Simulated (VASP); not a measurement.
Energy against volume of AuAl₂ (fluorite). Method: SCAN meta-GGA, VASP's PBE PAW potentials (set 64) (plane waves; VASP).

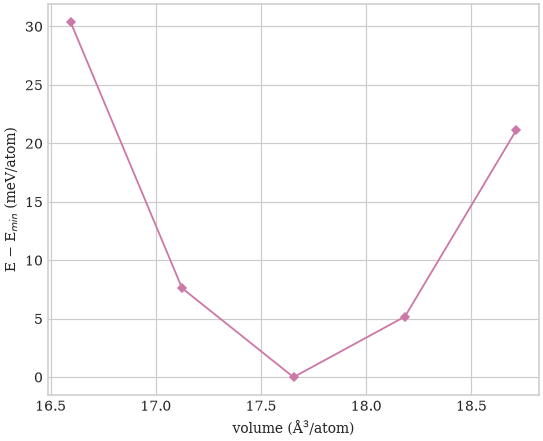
*Energy against volume*

Task: Estimate the equilibrium volume and the bulk modulus.

Result: The minimum lies near 17.7 Å³/atom, and the curvature gives B0 of about 130 GPa.

The compound is AuAl2 in the fluorite structure. It was relaxed first.
